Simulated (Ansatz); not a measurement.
# SiGe4: the cost of one run

Method: DFT PBE, scalar-relativistic, plane waves, PAW, in Ansatz 0.2.0.

### 1 The starting structure

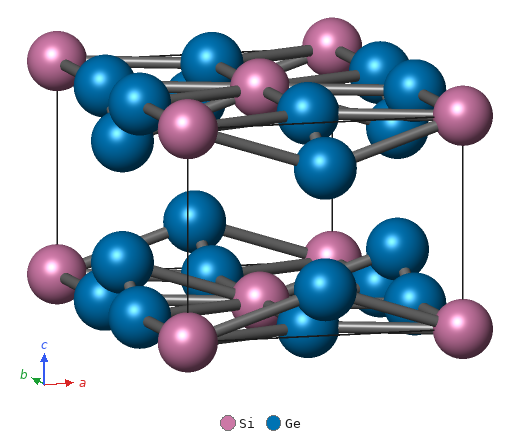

Start, viewed slightly off an axis; silicon pink, germanium blue. Atoms on the faces are drawn again on the opposite ones. The cell drawn here is the conventional one.

As a file:

```
CELL_PARAMETERS angstrom
2.43361 -3.78258 0.00000
2.43361 3.78258 0.00000
0.00000 0.00000 3.65465
ATOMIC_POSITIONS crystal
Si 0.00000 0.00000 0.00000
Ge 0.50000 0.50000 0.78504
Ge 0.50000 0.50000 0.21496
Ge 0.63232 0.36768 0.00000
Ge 0.36768 0.63232 0.00000
```

Recipe of the guess: random cell by space group and Wyckoff sites (Cmmm, No. 65). The dimensions are guesses.

### 2 A first look at the guess

Input file input.yaml:

```yaml
crystal:
  lattice:
    - [2.43361251, -3.78257795, 0.0]
    - [2.43361251, 3.78257795, 0.0]
    - [0.0, 0.0, 3.65465093]
  atoms:
    - { symbol: Si, position: [0.0, 0.0, 0.0] }
    - { symbol: Ge, position: [0.5, 0.5, 0.78504086] }
    - { symbol: Ge, position: [0.5, 0.5, 0.21495914] }
    - { symbol: Ge, position: [0.63231536, 0.36768464, 0.0] }
    - { symbol: Ge, position: [0.36768464, 0.63231536, 0.0] }
basis:
  ecutwfc: 420
kpoints:
  mp_grid: { grid: [4, 4, 6] }
hamiltonian:
  xc: pbe
scf:
  occupations: { method: gaussian, width: 0.1 }
  lower_state_search: "off"
output:
  forces: true
  stress: true
  eigenvalues: true
```

Run with:

```sh
$ ansatz run input.yaml --threads 1 --pin off --max-ram 2560MiB --backend cpu --events-out ev --progress --plain --runs-dir out
```

**Question.** How long does this run take on 1 thread of Arm Neoverse V2, shared host, and how much memory does it need?

About 5.6 s, with a peak of 0.41 GiB.
